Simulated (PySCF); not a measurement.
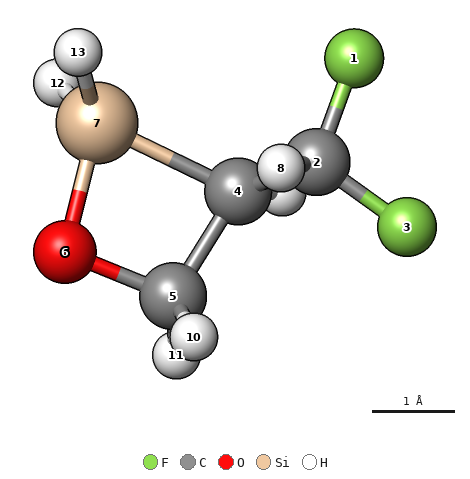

The structure as given in the input (ball-and-stick view, seen at a tilt; atoms are numbered from 1 in the order of the input).

# Excited-state calculation, with input and output: C3H6F2OSi

- system: C3H6F2OSi, SMILES FC(F)[C@H]1CO[SiH2]1
- method: TDDFT B3LYP/def2-SVPD, vertical, gas phase, core orbitals frozen in the response (PySCF 2.14.0)

The geometry comes from this level: GFN2-xTB.

### The program's output
```
coarse grid: 11864 points
cycle   1  E = -681.7274924365  dE =  9.626e-01  |g| = 9.424e-01  |ddm| = 4.837e+00
cycle   2  E = -681.3728740767  dE =  3.546e-01  |g| = 1.668e+00  |ddm| = 2.717e+00
cycle   3  E = -681.8864283434  dE = -5.136e-01  |g| = 1.639e-01  |ddm| = 1.809e+00
cycle   4  E = -681.8908701992  dE = -4.442e-03  |g| = 7.581e-02  |ddm| = 2.642e-01
cycle   5  E = -681.8919070891  dE = -1.037e-03  |g| = 1.312e-02  |ddm| = 7.800e-02
cycle   6  E = -681.8919319143  dE = -2.483e-05  |g| = 5.045e-03  |ddm| = 1.975e-02
cycle   7  E = -681.8919374466  dE = -5.532e-06  |g| = 6.666e-04  |ddm| = 6.319e-03
final grid: 112200 points
cycle   8  E = -681.9930415365  dE = -3.126e-05  |g| = 7.394e-03  |ddm| = 8.779e-02
cycle   9  E = -681.9930261224  dE =  1.541e-05  |g| = 1.186e-02  |ddm| = 1.902e-02
cycle  10  E = -681.9930521620  dE = -2.604e-05  |g| = 7.620e-04  |ddm| = 1.159e-02
cycle  11  E = -681.9930522792  dE = -1.172e-07  |g| = 2.834e-04  |ddm| = 1.329e-03
cycle  12  E = -681.9930522938  dE = -1.468e-08  |g| = 8.839e-05  |ddm| = 3.741e-04
cycle  13  E = -681.9930522952  dE = -1.338e-09  |g| = 2.216e-05  |ddm| = 1.119e-04
cycle  14  E = -681.9930522953  dE = -9.891e-11  |g| = 5.905e-06  |ddm| = 3.879e-05
```

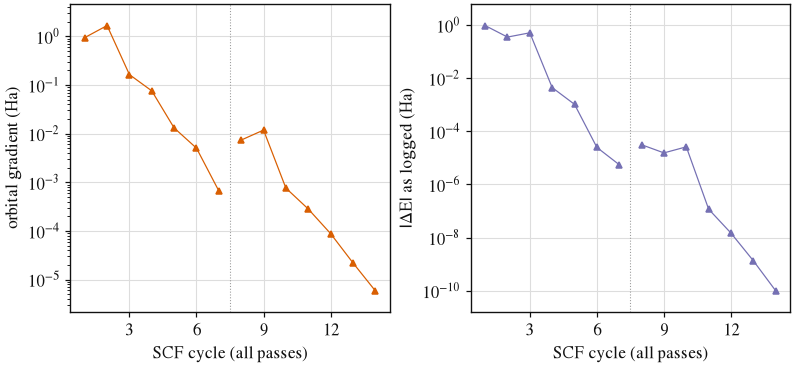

Convergence of the self-consistent field: orbital gradient and size of the energy change against the SCF cycle. The dotted line marks the change from a coarse to the final integration grid. The first 7 cycles use a coarse grid, the final grid takes over at cycle 8, and the field converges after 14 cycles in all.

```
converged SCF energy = -681.9930522953

Static polarisability (au): isotropic 63.542, principal 56.659 62.356 71.610

Singlet excitations
state   eV       nm        f      main configurations
  1   6.1068    203.0   0.00101   H->L 0.99
  2   6.6253    187.1   0.03473   H-1->L 0.98
  3   7.1762    172.8   0.02082   H-2->L 0.95
  4   7.2197    171.7   0.02065   H->L+1 0.95
  5   7.6317    162.5   0.02127   H-1->L+1 0.97
  6   7.8136    158.7   0.01135   H->L+2 0.97
  7   7.9491    156.0   0.00202   H-3->L 0.98
  8   8.1331    152.4   0.00247   H->L+3 0.95

Triplet excitations (Tamm-Dancoff, eV): 5.8453 6.0951 6.9035
```

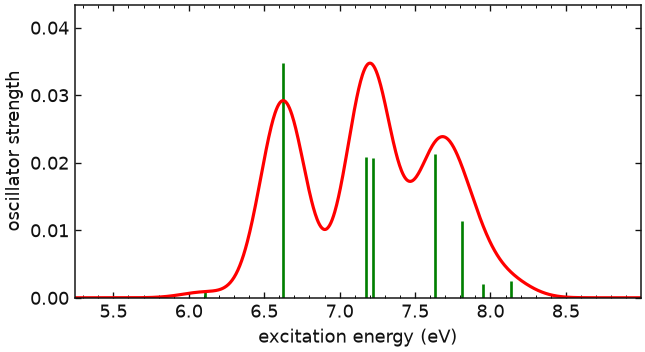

Computed excitations as sticks (degenerate states added up, dark ones marked on the axis), with a Gaussian envelope of 0.35 eV full width at half maximum, scaled to the tallest. Of the 8 states the lowest lies at 6.11 eV (f = 0.001); the strongest line is at 6.63 eV, or 187 nm (f = 0.035).

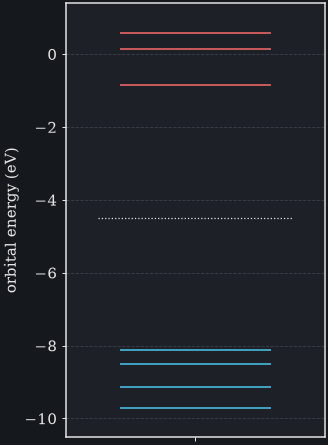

Orbital energies near the frontier; the dotted line parts filled from empty levels, and levels within 0.02 eV of each other stand side by side. Highest filled −8.12 eV, lowest empty −0.85 eV, 7.27 eV apart.

This output came from the following input.

### The input
```
{"job": {"kind": "uv", "xc": "B3LYP", "basis": "def2-SVPD", "nstates": 8, "ntriplets": 3}, "charge": 0, "multiplicity": 1}
F     -2.079314     0.292587     1.296950
C     -1.506363    -0.133275     0.140258
F     -2.207031    -1.242628    -0.227407
C     -0.049825    -0.436378     0.341839
C      0.735047    -0.619781    -0.959826
O      1.627003     0.498525    -0.876777
Si     1.115425     1.071649     0.587773
H     -1.696472     0.635543    -0.624239
H      0.040814    -1.277234     1.026737
H      0.128609    -0.534706    -1.863252
H      1.314588    -1.541708    -1.000838
H      2.098827     0.913672     1.647532
H      0.474305     2.374220     0.493522
```

The first line tells a small driver script what to run in PySCF; the rest is the geometry in Å.

Run as:
```bash
OMP_NUM_THREADS=1 python <driver script> task.json out
```

### Results in brief

```json
{"quantity": "outcome", "value": "converged"}
{"quantity": "total energy", "value": "−681.993052 hartree"}
{"quantity": "HOMO", "value": "−8.12 eV"}
{"quantity": "LUMO", "value": "−0.85 eV"}
{"quantity": "dipole moment", "value": "1.37 D"}
{"quantity": "mean polarisability", "value": "63.54 a.u."}
{"quantity": "lowest singlet excitation", "value": "6.11 eV"}
{"quantity": "hardware", "value": "1 CPU thread, shared host"}
{"quantity": "wall time", "value": "52 s"}
{"quantity": "peak memory", "value": "0.76 GiB"}
```
